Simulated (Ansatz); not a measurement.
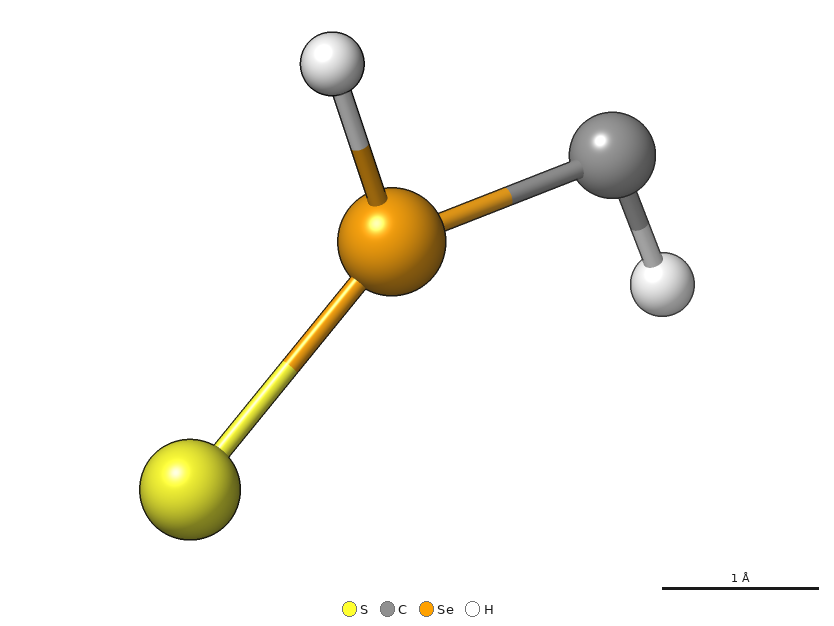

Rendered structure (ball-and-stick style).

The geometry was computed by an optimisation with PBE0-D4/def2-TZVP. No frequency run is at hand to confirm it as a minimum.

Describe the molecule.

The molecule is CH2SSe. The point group is Cs. All atoms lie on one plane. Coordination: 1 C bent; 1 Se trigonal planar.

More results for the same structure follow; atom numbers are the same in all pictures, views and colours differ.

### Geometry

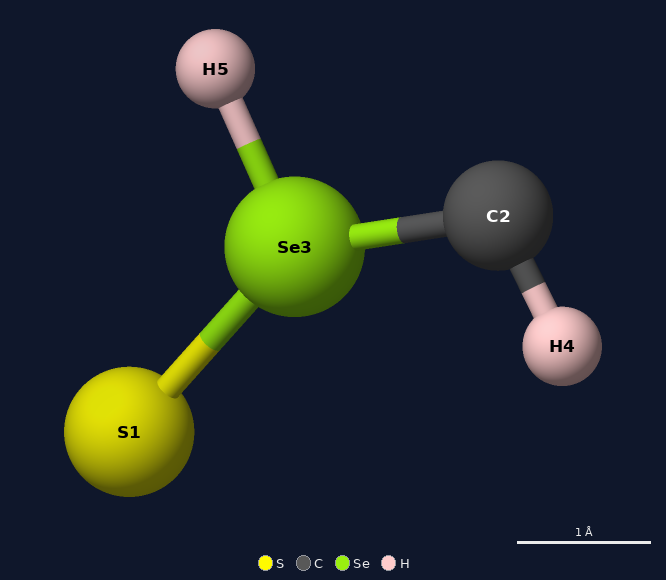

No frequency run is at hand to confirm it as a minimum.

Give the bond lengths.

```tsv
bond	length (Å)
S1–Se3	2.072
C2–Se3	1.750
C2–H4	1.104
Se3–H5	1.476
```

### Charges

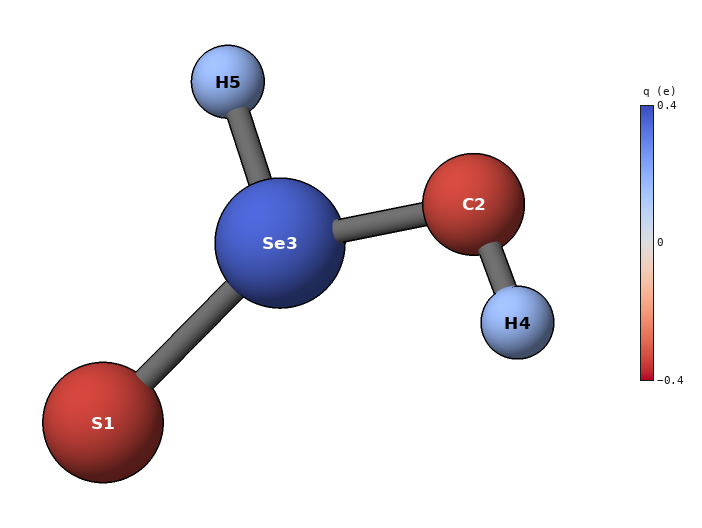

Atoms are coloured by their Mulliken charges. No frequency run is at hand to confirm it as a minimum. Properties computed with RKS PBE0-D4/def2-TZVP (Ansatz 0.2.0).

Give the Mulliken charges atom by atom.

| atom | value (e) |
| --- | --- |
| S1 | −0.34 |
| C2 | −0.33 |
| Se3 | 0.35 |
| H4 | 0.16 |
| H5 | 0.16 |

### Electronic properties

No frequency run is at hand to confirm it as a minimum. Method: RKS PBE0-D4/def2-TZVPP (Ansatz 0.2.0).

Predict the main results.

- HOMO energy (Kohn–Sham orbital): −7.08 eV
- LUMO energy (Kohn–Sham orbital): −2.89 eV
- HOMO–LUMO gap: 4.18 eV

### Dipole moment

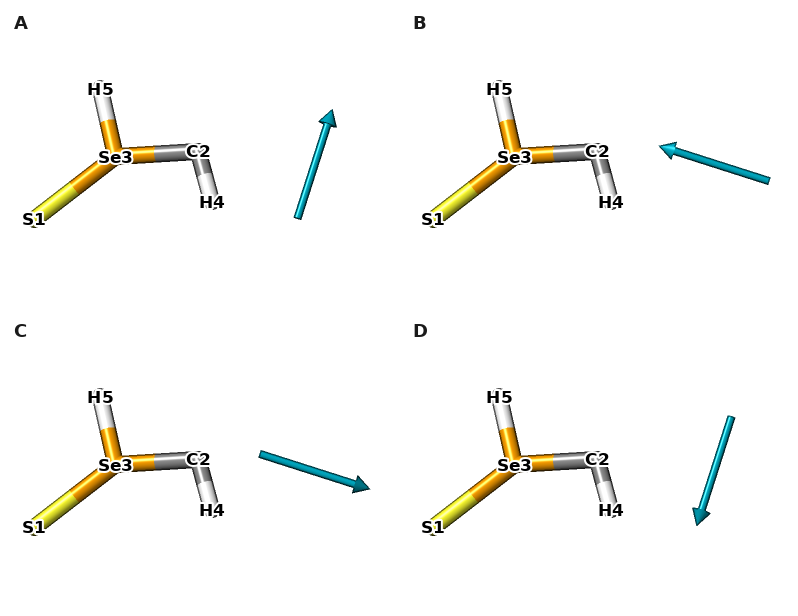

The same molecule four times, each with an arrow. No frequency run is at hand to confirm it as a minimum. Properties computed with RKS PBE0-D4/def2-TZVP (Ansatz 0.2.0).

> Which arrow points along the dipole moment, from the negative to the positive end?

A. The dipole moment is 1.02 D; it points from the side of S1 to the side of H5 (the outermost atoms at the two ends).

Mulliken values depend strongly on the basis set and can even reverse the polarity of a bond.
